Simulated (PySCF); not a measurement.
# Cd2Te: a ladder of methods

Aim: at the PBE0 minimum of triplet Cd2Te, found before, compare methods on energies and levels.

The runs use PySCF 2.14.0; several methods, basis Te def2-SVP with ECP28, Cd def2-SVP with ECP28, scalar-relativistic core potentials, no spin–orbit coupling, density fitting.

### 1 The starting structure

3 atoms, charge 0, spin multiplicity 3.

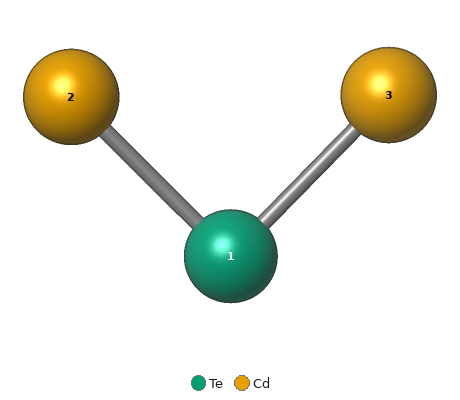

The starting geometry (tellurium teal, cadmium amber); atoms are numbered from 1 in the order of the file.

```xyz
3
charge 0 multiplicity 3
Te    0.0000    0.0000   -1.2552
Cd    1.9552    0.0000    0.7197
Cd   -1.9552    0.0000    0.7197
```

### 2 Fields at the lowest minimum

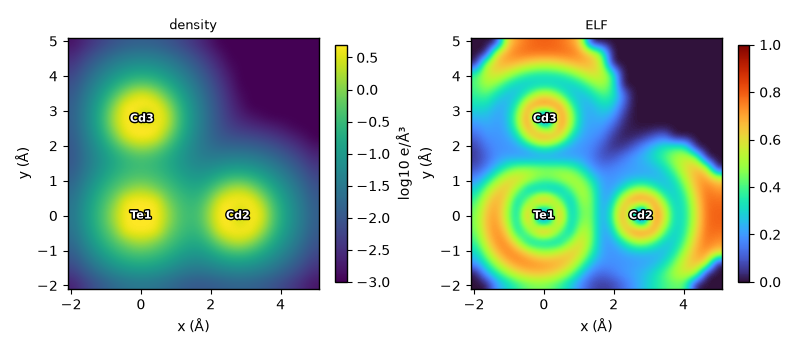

The plane holds Te1 at (0.00, 0.00), Cd2 at (2.78, 0.00), Cd3 at (0.03, 2.78) Å. ELF is set to 0 where the density is under 0.005 e/Å³; an orbital's overall sign is arbitrary. Electrons inside core potentials are absent.

The fields below are evaluated on a grid from the run's orbitals.

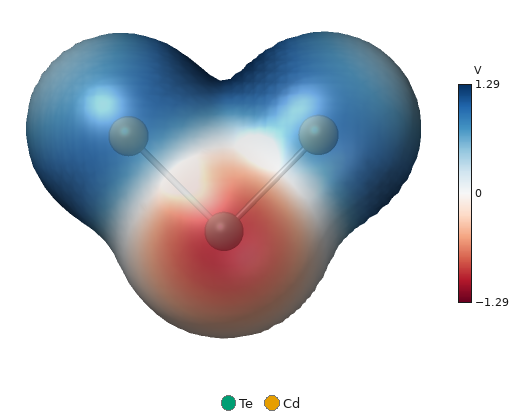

The potential that a unit positive charge feels on the 0.002 e/bohr³ surface, from the 1st to the 99th percentile, from -0.97 V near Te1 to 1.29 V near Cd3.

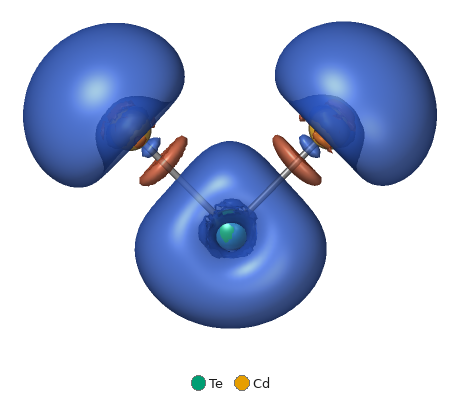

Spin density at ±0.01 e/Å³ (alpha excess blue, beta excess red).

Values on the line from Te1 (at 0) through Cd2 (at 2.779 Å):

| distance (Å) | density (e/Å³) | ELF | electrostatic potential (V) | spin density (e/Å³) |
| --- | --- | --- | --- | --- |
| -0.97 | 0.641 | 0.389 | 19.6 | 0.0871 |
| 0.83 | 1.11 | 0.218 | 33.5 | 0.0991 |
| 1.11 | 0.491 | 0.503 | 13 | 0.0723 |
| 1.39 | 0.338 | 0.427 | 7.27 | 0.0191 |
| 1.67 | 0.418 | 0.189 | 9.87 | -0.0118 |
| 1.95 | 1.4 | 0.354 | 24.6 | -0.00965 |
| 3.75 | 0.636 | 0.291 | 14.4 | 0.108 |
| 4.03 | 0.194 | 0.326 | 5.68 | 0.0825 |
| 4.31 | 0.0788 | 0.529 | 2.43 | 0.0491 |

Making the fields ran for 3.4 s (2 threads of Intel Xeon at 2.50GHz (Skylake/Cascade Lake), shared host).

### 3 PBE0

The steps are one call of a driver around PySCF; scf.py gives each level's set-up. Each SCF starts from the density of the minimum. The driver also runs the species with one electron less or more at the same geometry; their logs are not shown.

scf.py reads:

```python
from pyscf import gto, scf, dft
mol = gto.M(atom='''
Te     0.000000     0.000000    -1.255199
Cd     1.955199    -0.000000     0.719734
Cd    -1.955199     0.000000     0.719734''',
    basis={'Te': 'def2-SVP', 'Cd': 'def2-SVP'},
    ecp={'Te': 'def2-SVP', 'Cd': 'def2-SVP'},
    charge=0, spin=2)
mf = dft.UKS(mol, xc='PBE0')
mf.grids.atom_grid = (75, 302)
aux = {'Te': 'def2-universal-JKFIT', 'Cd': 'def2-universal-JKFIT'}
mf = mf.density_fit(auxbasis=aux)
mf.conv_tol = 1e-08
mf.diis_space = 10
mf.max_cycle = 60
mf.verbose = 4
mf.kernel()
```

On the command line:

```console
$ OMP_NUM_THREADS=2 python axn.py task.json out
```

The log of the run:

```text
init E= -603.505587842185
[... the frontier-level lines of each cycle are left out ...]
cycle= 1 E= -603.505587842184  delta_E= 1.14e-12  |g|= 1.66e-06  |ddm|= 4.65e-06
Extra cycle  E= -603.505587842183  delta_E= 1.36e-12  |g|= 2.47e-06  |ddm|= 6.95e-06
converged SCF energy = -603.505587842183  <S^2> = 2.0132885  2S+1 = 3.0088459
```

This level, with the species of one electron less or more, took 4.4 s.

* energy: -603.505588 Eh
* one electron less (charge +1): -603.244818 Eh (doublet, ⟨S²⟩ 0.76)
* one electron more (charge -1): -603.571651 Eh (doublet, ⟨S²⟩ 0.76)
* Mulliken charge of Te1: -0.38 e

### 4 HF

Changes to scf.py since step 3:

```diff
@@ -9,2 +9 @@
-mf = dft.UKS(mol, xc='PBE0')
-mf.grids.atom_grid = (75, 302)
+mf = scf.UHF(mol)
```

The log of the run:

```text
init E= -600.683222054187
[... the frontier-level lines of each cycle are left out ...]
cycle= 1 E= -600.707730417406  delta_E= -0.0245  |g|= 0.0549  |ddm|= 0.441
cycle= 2 E= -600.71108120563  delta_E= -0.00335  |g|= 0.0211  |ddm|= 0.178
cycle= 3 E= -600.711954879398  delta_E= -0.000874  |g|= 0.0108  |ddm|= 0.0665
cycle= 4 E= -600.712399733739  delta_E= -0.000445  |g|= 0.0053  |ddm|= 0.0624
cycle= 5 E= -600.712554894459  delta_E= -0.000155  |g|= 0.00282  |ddm|= 0.0396
cycle= 6 E= -600.712599056347  delta_E= -4.42e-05  |g|= 0.00176  |ddm|= 0.0198
cycle= 7 E= -600.712618809078  delta_E= -1.98e-05  |g|= 0.000546  |ddm|= 0.018
cycle= 8 E= -600.712620192795  delta_E= -1.38e-06  |g|= 0.000192  |ddm|= 0.00451
cycle= 9 E= -600.712620322098  delta_E= -1.29e-07  |g|= 6.28e-05  |ddm|= 0.00117
cycle= 10 E= -600.712620338292  delta_E= -1.62e-08  |g|= 2.65e-05  |ddm|= 0.000346
cycle= 11 E= -600.712620341437  delta_E= -3.14e-09  |g|= 1.25e-05  |ddm|= 0.000141
Extra cycle  E= -600.712620341901  delta_E= -4.64e-10  |g|= 8.3e-06  |ddm|= 3.53e-05
converged SCF energy = -600.712620341901  <S^2> = 2.0482709  2S+1 = 3.0320098
```

This level, with the species of one electron less or more, took 4.5 s.

- energy: -600.712620 Eh
- one electron less (charge +1): -600.464061 Eh (doublet, ⟨S²⟩ 1.05)
- one electron more (charge -1): -600.735453 Eh (doublet, ⟨S²⟩ 0.84)
- Mulliken charge of Te1: -0.60 e

### 5 PBE

Changes to scf.py since step 4:

```diff
@@ -9 +9,2 @@
-mf = scf.UHF(mol)
+mf = dft.UKS(mol, xc='PBE')
+mf.grids.atom_grid = (75, 302)
```

The log of the run:

```text
init E= -603.503360786451
[... the frontier-level lines of each cycle are left out ...]
cycle= 1 E= -603.505455204735  delta_E= -0.00209  |g|= 0.05  |ddm|= 0.235
cycle= 2 E= -603.501017238825  delta_E= 0.00444  |g|= 0.0842  |ddm|= 0.232
cycle= 3 E= -603.5063670493  delta_E= -0.00535  |g|= 0.0306  |ddm|= 0.201
cycle= 4 E= -603.507023590015  delta_E= -0.000657  |g|= 0.00135  |ddm|= 0.0531
cycle= 5 E= -603.507024763759  delta_E= -1.17e-06  |g|= 0.000832  |ddm|= 0.00441
cycle= 6 E= -603.507025385368  delta_E= -6.22e-07  |g|= 0.000198  |ddm|= 0.00127
cycle= 7 E= -603.507025418012  delta_E= -3.26e-08  |g|= 5.38e-05  |ddm|= 0.000386
cycle= 8 E= -603.507025419342  delta_E= -1.33e-09  |g|= 1.55e-05  |ddm|= 0.00011
Extra cycle  E= -603.507025418122  delta_E= 1.22e-09  |g|= 4.08e-05  |ddm|= 0.000109
converged SCF energy = -603.507025418122  <S^2> = 2.0050761  2S+1 = 3.0033821
```

This level, with the species of one electron less or more, took 18 s.

| Property | Result |
| --- | --- |
| energy | -603.507025 Eh |
| one electron less (charge +1) | -603.250779 Eh (doublet, ⟨S²⟩ 0.75) |
| one electron more (charge -1) | -603.576673 Eh (doublet, ⟨S²⟩ 0.75) |
| Mulliken charge of Te1 | -0.30 e |

### 6 B3LYP

Changes to scf.py since step 5:

```diff
@@ -9 +9 @@
-mf = dft.UKS(mol, xc='PBE')
+mf = dft.UKS(mol, xc='B3LYP')
```

The log of the run:

```text
init E= -603.708790986203
[... the frontier-level lines of each cycle are left out ...]
cycle= 1 E= -603.709763421895  delta_E= -0.000972  |g|= 0.0167  |ddm|= 0.131
cycle= 2 E= -603.709559982336  delta_E= 0.000203  |g|= 0.0239  |ddm|= 0.0729
cycle= 3 E= -603.709969668046  delta_E= -0.00041  |g|= 0.00497  |ddm|= 0.0462
cycle= 4 E= -603.709984631068  delta_E= -1.5e-05  |g|= 0.000869  |ddm|= 0.00809
cycle= 5 E= -603.709986117682  delta_E= -1.49e-06  |g|= 0.000658  |ddm|= 0.00503
cycle= 6 E= -603.709986612738  delta_E= -4.95e-07  |g|= 0.000143  |ddm|= 0.00174
cycle= 7 E= -603.709986629875  delta_E= -1.71e-08  |g|= 3.38e-05  |ddm|= 0.000398
cycle= 8 E= -603.709986631101  delta_E= -1.23e-09  |g|= 8.06e-06  |ddm|= 0.000116
Extra cycle  E= -603.709986631147  delta_E= -4.62e-11  |g|= 7.56e-06  |ddm|= 2.69e-05
converged SCF energy = -603.709986631147  <S^2> = 2.0088332  2S+1 = 3.005883
```

This level, with the species of one electron less or more, ran for 11 s (2 threads of Intel Xeon at 2.50GHz (Skylake/Cascade Lake), shared host).

```
energy                        : -603.709987 Eh
one electron less (charge +1) : -603.449296 Eh (doublet, ⟨S²⟩ 0.76)
one electron more (charge -1) : -603.781026 Eh (doublet, ⟨S²⟩ 0.76)
Mulliken charge of Te1        : -0.31 e
```

### 7 r2SCAN

Changes to scf.py since step 6:

```diff
@@ -9,2 +9,2 @@
-mf = dft.UKS(mol, xc='B3LYP')
-mf.grids.atom_grid = (75, 302)
+mf = dft.UKS(mol, xc='R2SCAN')
+mf.grids.atom_grid = (90, 434)
```

The log of the run:

```text
init E= -603.725356786424
[... the frontier-level lines of each cycle are left out ...]
cycle= 1 E= -603.726569154362  delta_E= -0.00121  |g|= 0.0113  |ddm|= 0.154
cycle= 2 E= -603.726228822181  delta_E= 0.00034  |g|= 0.0231  |ddm|= 0.0597
cycle= 3 E= -603.726655430421  delta_E= -0.000427  |g|= 0.00199  |ddm|= 0.0455
cycle= 4 E= -603.726658616675  delta_E= -3.19e-06  |g|= 0.000767  |ddm|= 0.00411
cycle= 5 E= -603.726658890008  delta_E= -2.73e-07  |g|= 0.000123  |ddm|= 0.00122
cycle= 6 E= -603.726658905147  delta_E= -1.51e-08  |g|= 6e-05  |ddm|= 0.000444
cycle= 7 E= -603.726658907721  delta_E= -2.57e-09  |g|= 6.51e-06  |ddm|= 0.000116
Extra cycle  E= -603.726658907715  delta_E= 6.37e-12  |g|= 9.02e-06  |ddm|= 2.59e-05
converged SCF energy = -603.726658907715  <S^2> = 2.0155872  2S+1 = 3.0103735
```

This level, with the species of one electron less or more, took 31 s.

- energy: -603.726659 Eh
- one electron less (charge +1): -603.461773 Eh (doublet, ⟨S²⟩ 0.76)
- one electron more (charge -1): -603.794322 Eh (doublet, ⟨S²⟩ 0.76)
- Mulliken charge of Te1: -0.37 e

### 8 TPSSh

Changes to scf.py since step 7:

```diff
@@ -9 +9 @@
-mf = dft.UKS(mol, xc='R2SCAN')
+mf = dft.UKS(mol, xc='TPSSH')
```

The log of the run:

```text
init E= -603.282809093646
[... the frontier-level lines of each cycle are left out ...]
cycle= 1 E= -603.283386788861  delta_E= -0.000578  |g|= 0.0277  |ddm|= 0.0915
cycle= 2 E= -603.283346251662  delta_E= 4.05e-05  |g|= 0.0286  |ddm|= 0.0699
cycle= 3 E= -603.283674972877  delta_E= -0.000329  |g|= 0.00204  |ddm|= 0.0352
cycle= 4 E= -603.283676259915  delta_E= -1.29e-06  |g|= 0.00104  |ddm|= 0.00458
cycle= 5 E= -603.283677249683  delta_E= -9.9e-07  |g|= 0.000372  |ddm|= 0.00257
cycle= 6 E= -603.283677328667  delta_E= -7.9e-08  |g|= 7.41e-05  |ddm|= 0.000475
cycle= 7 E= -603.283677333056  delta_E= -4.39e-09  |g|= 3.04e-05  |ddm|= 0.000153
Extra cycle  E= -603.28367733215  delta_E= 9.06e-10  |g|= 4.54e-05  |ddm|= 0.000124
converged SCF energy = -603.28367733215  <S^2> = 2.0095183  2S+1 = 3.0063388
```

This level, with the species of one electron less or more, took 21 s.

| Quantity | Value |
| --- | --- |
| energy | -603.283677 Eh |
| one electron less (charge +1) | -603.027032 Eh (doublet, ⟨S²⟩ 0.76) |
| one electron more (charge -1) | -603.348643 Eh (doublet, ⟨S²⟩ 0.76) |
| Mulliken charge of Te1 | -0.39 e |

### 9 M06-2X

Changes to scf.py since step 8:

```diff
@@ -9 +9 @@
-mf = dft.UKS(mol, xc='TPSSH')
+mf = dft.UKS(mol, xc='M062X')
```

The log of the run:

```text
init E= -603.278996543687
[... the frontier-level lines of each cycle are left out ...]
cycle= 1 E= -603.286499255583  delta_E= -0.0075  |g|= 0.0269  |ddm|= 0.352
cycle= 2 E= -603.286855887452  delta_E= -0.000357  |g|= 0.016  |ddm|= 0.0804
cycle= 3 E= -603.286975143082  delta_E= -0.000119  |g|= 0.00327  |ddm|= 0.0192
cycle= 4 E= -603.286988286481  delta_E= -1.31e-05  |g|= 0.00149  |ddm|= 0.0115
cycle= 5 E= -603.286990220568  delta_E= -1.93e-06  |g|= 0.000444  |ddm|= 0.00379
cycle= 6 E= -603.286990601908  delta_E= -3.81e-07  |g|= 0.000224  |ddm|= 0.00213
cycle= 7 E= -603.286990662773  delta_E= -6.09e-08  |g|= 5.68e-05  |ddm|= 0.000588
cycle= 8 E= -603.28699067095  delta_E= -8.18e-09  |g|= 2.34e-05  |ddm|= 0.000272
Extra cycle  E= -603.286990672069  delta_E= -1.12e-09  |g|= 1.79e-05  |ddm|= 8.61e-05
converged SCF energy = -603.286990672069  <S^2> = 2.0265117  2S+1 = 3.0176227
```

This level, with the species of one electron less or more, took 24 s.

```
energy                        : -603.286991 Eh
one electron less (charge +1) : -603.025013 Eh (doublet, ⟨S²⟩ 0.76)
one electron more (charge -1) : -603.355869 Eh (doublet, ⟨S²⟩ 0.78)
Mulliken charge of Te1        : -0.48 e
```

### 10 revPBE

Changes to scf.py since step 9:

```diff
@@ -9,2 +9,2 @@
-mf = dft.UKS(mol, xc='M062X')
-mf.grids.atom_grid = (90, 434)
+mf = dft.UKS(mol, xc='PBE_R,PBE')
+mf.grids.atom_grid = (75, 302)
```

The log of the run:

```text
init E= -603.650209692655
[... the frontier-level lines of each cycle are left out ...]
cycle= 1 E= -603.65219043615  delta_E= -0.00198  |g|= 0.0349  |ddm|= 0.207
cycle= 2 E= -603.649805315538  delta_E= 0.00239  |g|= 0.0609  |ddm|= 0.169
cycle= 3 E= -603.652705572072  delta_E= -0.0029  |g|= 0.0205  |ddm|= 0.143
cycle= 4 E= -603.652989901931  delta_E= -0.000284  |g|= 0.00099  |ddm|= 0.0349
cycle= 5 E= -603.652990492551  delta_E= -5.91e-07  |g|= 0.000651  |ddm|= 0.0033
cycle= 6 E= -603.652990879508  delta_E= -3.87e-07  |g|= 0.000153  |ddm|= 0.001
cycle= 7 E= -603.652990898697  delta_E= -1.92e-08  |g|= 4.02e-05  |ddm|= 0.000319
cycle= 8 E= -603.652990899272  delta_E= -5.76e-10  |g|= 1.3e-05  |ddm|= 7.57e-05
Extra cycle  E= -603.652990898551  delta_E= 7.21e-10  |g|= 3.2e-05  |ddm|= 8.4e-05
converged SCF energy = -603.652990898551  <S^2> = 2.0061024  2S+1 = 3.0040655
```

This level, with the species of one electron less or more, ran for 17 s (2 threads of Intel Xeon at 2.50GHz (Skylake/Cascade Lake), shared host).

| Property | Result |
| --- | --- |
| energy | -603.652991 Eh |
| one electron less (charge +1) | -603.399703 Eh (doublet, ⟨S²⟩ 0.75) |
| one electron more (charge -1) | -603.718690 Eh (doublet, ⟨S²⟩ 0.75) |
| Mulliken charge of Te1 | -0.32 e |

### 11 Comparison of the levels

| level | atomisation energy (kJ/mol) | vertical ionisation energy (eV) | vertical electron affinity (eV) | −ε(HOMO) (eV) | gap (eV) | dipole (D) | wall time |
| --- | --- | --- | --- | --- | --- | --- | --- |
| PBE0 | 135 | 7.10 | 1.80 | 5.45 | 2.20 | 2.00 | 4.4 s |
| HF | 59 | 6.76 | 0.62 | 7.24 | 7.05 | 2.69 | 4.5 s |
| PBE | 132 | 6.97 | 1.90 | 4.65 | 0.62 | 1.58 | 18 s |
| B3LYP | 93 | 7.09 | 1.93 | 5.26 | 1.67 | 1.66 | 11 s |
| r2SCAN | – | 7.21 | 1.84 | 4.99 | 1.21 | 1.91 | 31 s |
| TPSSh | 140 | 6.98 | 1.77 | 4.98 | 1.38 | 2.01 | 21 s |
| M06-2X | 79 | 7.13 | 1.87 | 6.28 | 3.32 | 2.05 | 24 s |
| revPBE | – | 6.89 | 1.79 | 4.59 | 0.69 | 1.66 | 17 s |

Times are for 2 threads of Intel Xeon at 2.50GHz (Skylake/Cascade Lake), shared host; PBE0 starts from its own converged density, so its time is not comparable. A dash stands where a species or a free atom was not run at that level, or the quantity is not defined.

Atomisation goes to high-spin atoms in their ground configurations, run at the same level, without zero-point energy.

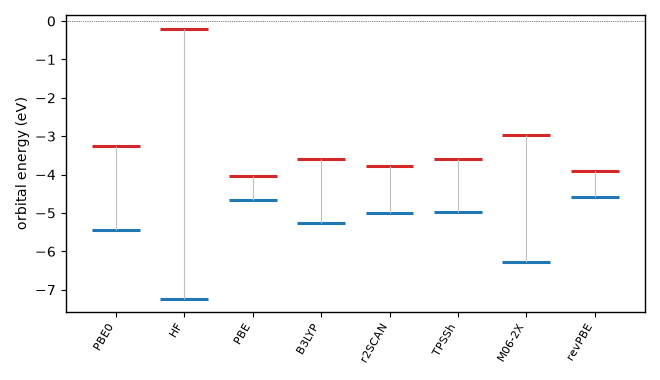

Highest occupied (blue) and lowest empty (red) levels by method.

### 12 Outcome

| quantity | value |
| --- | --- |
| atomisation energy, range | 59 (HF) to 140 (TPSSh) kJ/mol |
| vertical ionisation energy, range | 6.76 (HF) to 7.21 (r2SCAN) eV |
| vertical electron affinity, range | 0.62 (HF) to 1.93 (B3LYP) eV |
| orbital gap, range | 0.62 (PBE) to 7.05 (HF) eV |

**Reading.** The atomisation energy spreads over 80 kJ/mol, from HF to TPSSh; without a CCSD(T) value for it there is no yardstick here. Spin contamination is strong in at least one of the open-shell species at HF. Without diffuse functions electron affinities tend to come out too low. Other spin states or occupations of the open shell can lie lower. Spin–orbit coupling, left out here, can matter for elements this heavy.
